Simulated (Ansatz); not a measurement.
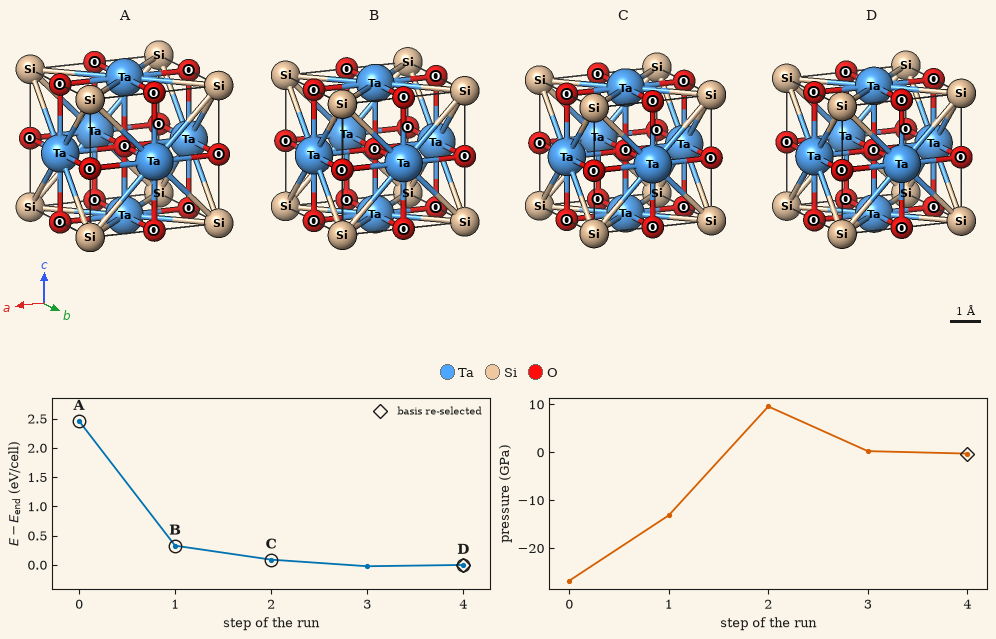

Frames of a relaxation of a crystal of Ta₃SiO₄ (a generated structure, set up in Pm-3m) (coarse preliminary run), marked on the history of the run. Style: ball-and-stick. Shown: the cell of the calculation, from a free direction.

Level of theory: DFT PBE, scalar-relativistic, plane waves, PAW (Ansatz 0.2.0). Settings: plane-wave cutoff 420 eV; k-point mesh 4 × 4 × 4; occupations gaussian; smearing width 0.1 eV; collinear spin; cell and atoms relaxed; force threshold 0.04 eV/Å; at most 70 steps.

> Describe the path.

The atoms keep their places relative to the cell (all moves are under 0.005 Å). Cell: a = b = c 4.873 → 4.515 Å (−7.3 %). Volume −20.5 %. Among the contacts that change: Ta–Ta 3.446 → 3.193 Å, Si–Ta 3.446 → 3.193 Å, O–Ta 2.437 → 2.258 Å. The space group stays Pm-3m (No. 221). After 3 accepted moves (4 points after the start) the energy has fallen by 2.461 eV per cell of the calculation. All forces vanish by symmetry, so only the cell relaxes. The pressure goes from −26.78 to −0.25 GPa. The SCF was repeated once at an unchanged geometry on a basis and grid sized afresh for the cell, which shifted the energy by 22.0 meV per cell of the calculation at most. The program noted that the starting moments weren't kept. The run took 120 s on 1 thread of Arm Neoverse N1 (shared host), peak memory 0.43 GiB. From step 0 to 1: volume −13.9 %, energy −2.132 eV per cell of the calculation. From step 1 to 2: volume −11.8 %, energy −0.239 eV per cell of the calculation. From step 2 to 4: volume +4.7 %, energy −90.4 meV per cell of the calculation.
